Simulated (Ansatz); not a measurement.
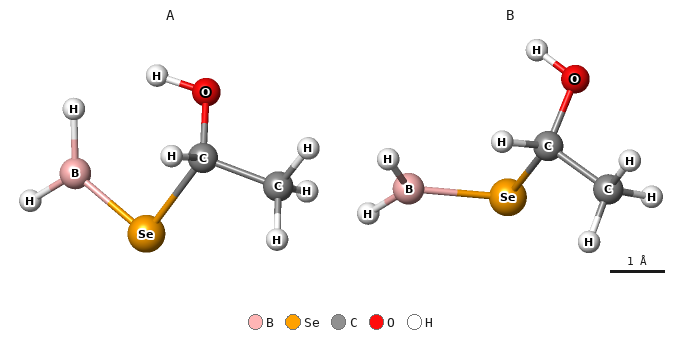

Two geometries of C2H7BOSe, drawn at one scale. One is the start of a relaxation, the other its converged end. The picture is a ball-and-stick view, seen at a tilt.

Theory: RKS PBE0-D4/def2-TZVP (Ansatz). (force threshold 0.005 eV/Å; at most 150 steps)

Question: Which geometry has the lower energy?

Answer: Structure B is the relaxed one. The start comes from PBE-D4/def2-SVP. The energy falls by 7.27 kJ/mol in 49 accepted moves (58 points after the start). The largest force component goes from 0.66 to 0.0029 eV/Å. The line search rejected the trial steps at points 16, 24, 31, 38, 41, 42, 49, 50 and more of the run. The forces were under the threshold at step 26, but the run went on from there. An H atom moves most after the best rigid fit: 1.47 Å. By element the largest moves are H 1.47 Å, Se 1.14 Å, O 0.59 Å, B 0.41 Å, C 0.40 Å. Some distances before and after: C–Se 2.070 → 2.002 Å, B–H 1.221 → 1.195 Å, H–O 0.979 → 0.962 Å, C–H 1.108 → 1.092 Å. Among the angles between lasting bonds that change: H–B–H 120.4° → 122.6°, Se–C–C 108.1° → 110.1°. Groups turn about C–Se by about 70°.
